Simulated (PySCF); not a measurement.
# C₂H₄, SMILES `C=C`: electronic structure

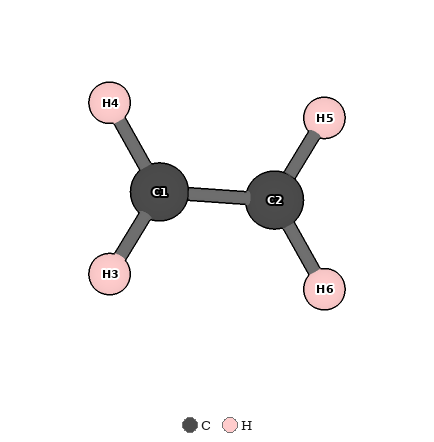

The molecule, with its atoms numbered as below. No frequency check shows the geometry to be a minimum.

Coordinates in Å:

```
C1      -0.6582    0.0000    0.0000
C2       0.6582    0.0000    0.0000
H3      -1.2293   -0.9140    0.0000
H4      -1.2293    0.9140    0.0000
H5       1.2293    0.9140    0.0000
H6       1.2293   -0.9140    0.0000
```

### 1. Bonding charge

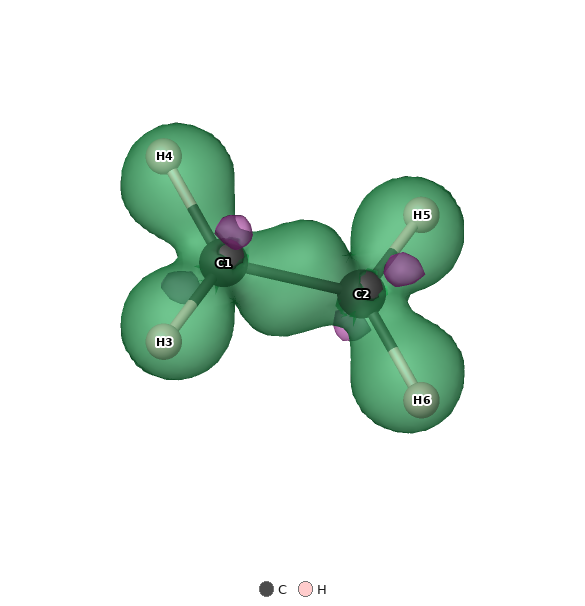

Deformation density (molecule less spherical, spin-averaged free atoms at the same positions), surfaces at ±0.15 e/Å³; green: gain, purple: loss.

PySCF calculation, B3LYP/def2-SVPD, gas phase; geometry: GFN2-xTB.

**How much density has each bond gained at its critical point, relative to the free atoms?**

C1–C2: +0.74 e/Å³ at the bond critical point (bond length 1.32 Å). C1–H3, C2–H6, C1–H4 and C2–H5: +0.72 e/Å³ at the bond critical point (bond length 1.08 Å). In all, 1.3 electrons gather in the regions of gain relative to the promolecule.

**Where do the Hirshfeld charges lie?**

The highest Hirshfeld charge is on H3, H4, H5 and H6 (+0.04 e), the lowest on C1 and C2 (−0.08 e).

| atom | charge (e) |
| --- | --- |
| C1 | −0.08 |
| C2 | −0.08 |
| H3 | +0.04 |
| H4 | +0.04 |
| H5 | +0.04 |
| H6 | +0.04 |

### 2. Bond critical points

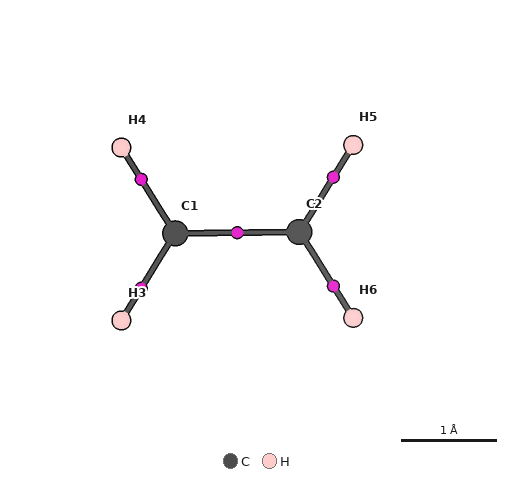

Molecular graph of the electron density (QTAIM): bond paths, bond critical points (magenta), ring points (cyan, if any); weak paths are dashed.

**How many critical points of each kind are there, and does the count close?**

6 nuclei, 5 bond, 0 ring and 0 cage critical points: 6 − 5 + 0 − 0 = 1, as the Poincaré–Hopf relation requires.

**What does the calculation give at each kind of bond critical point?**

```json
{"bond": "C1–C2", "length (Å)": "1.316", "ρ (a.u.)": "0.352", "∇²ρ (a.u.)": "−0.98", "ε": "0.38", "H (a.u.)": "−0.387"}
{"bond": "C1–H3 (4 alike)", "length (Å)": "1.078", "ρ (a.u.)": "0.285", "∇²ρ (a.u.)": "−1.09", "ε": "0.01", "H (a.u.)": "−0.314"}
```

**What kind of interaction is C1–H3?**

Shared-shell (covalent): ρ = 0.285, ∇²ρ = −1.09, H = −0.314 a.u.

### 3. Local ionisation energy

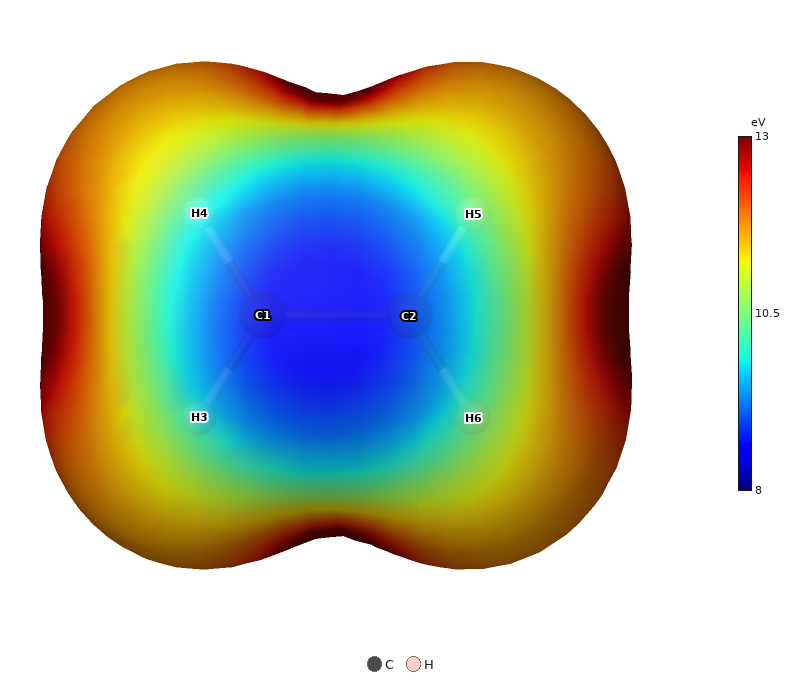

Average local ionisation energy on the surface of electron density 0.001 a.u.

**Locate the minima of the map.**

The lowest value is 8.5 eV, off the C1–C2 bond (2.2 Å from its atoms), and at like points elsewhere. For comparison, the highest occupied orbital lies at −7.7 eV.

### 4. In an electric field

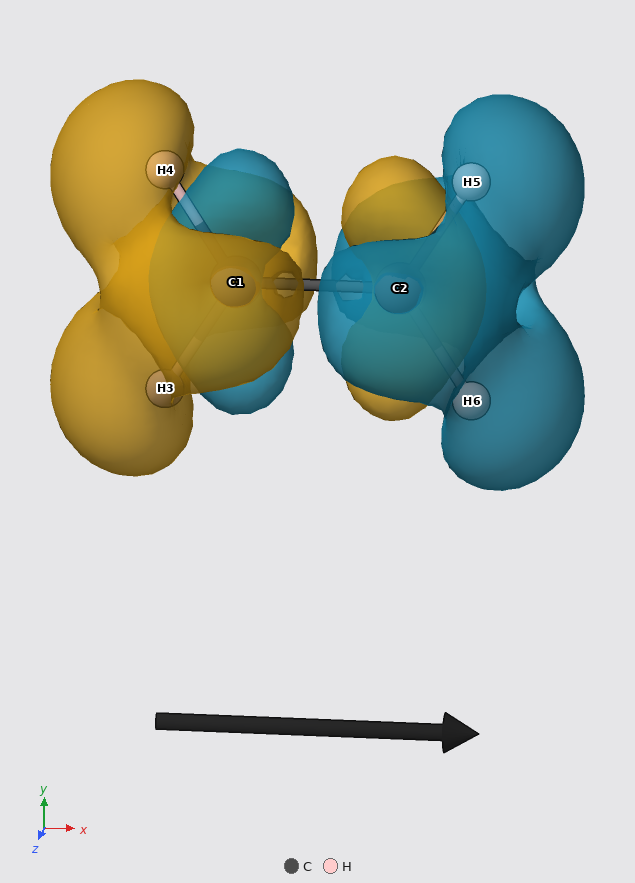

Change of the electron density in a uniform field of 0.21 V/Å along +x (arrow), surfaces at ±0.0015 e/Å³ (yellow: gain, teal: loss).

**How large is the response?**

The induced dipole is 0.35 D (along the field); α along this axis, from the fields in both directions, is 34 bohr³ (5.1 Å³).

**Which atoms gain and lose the most charge?**

Electrons gather most on C1 (Hirshfeld charge changes by −0.010 e) and leave C2 most (+0.010 e); 0.035 electrons are displaced in all.

### 5. Removing or adding an electron

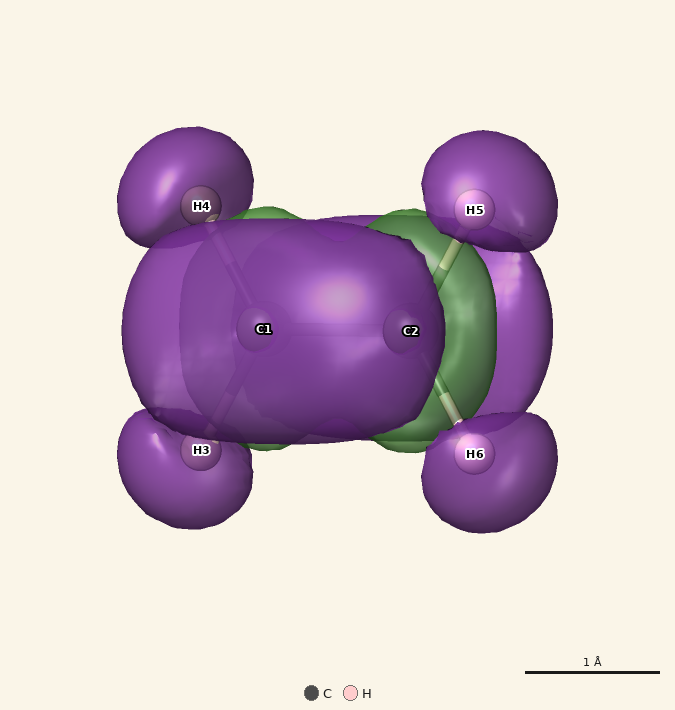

Fukui function f⁻ = ρ(N) − ρ(N−1) at fixed geometry, surfaces at ±0.03 e/Å³ (purple positive, green negative).

Computed with PySCF, B3LYP/def2-SVPD, geometry: GFN2-xTB.

**On which atoms does the density change most on removal of an electron?**

f⁻ (Hirshfeld-condensed) is largest on C1 and C2 (0.30 each); the vertical ionisation energy is 10.69 eV. Condensed values hint at sites of electrophilic attack but needn't mark the atom that reacts. Orbital relaxation makes it negative in places (0.17 e in all).

| atom | f⁻ | charge |
| --- | --- | --- |
| C1 | +0.30 | −0.08 |
| C2 | +0.30 | −0.08 |
| H3 | +0.10 | +0.04 |
| H4 | +0.10 | +0.04 |
| H5 | +0.10 | +0.04 |
| H6 | +0.10 | +0.04 |
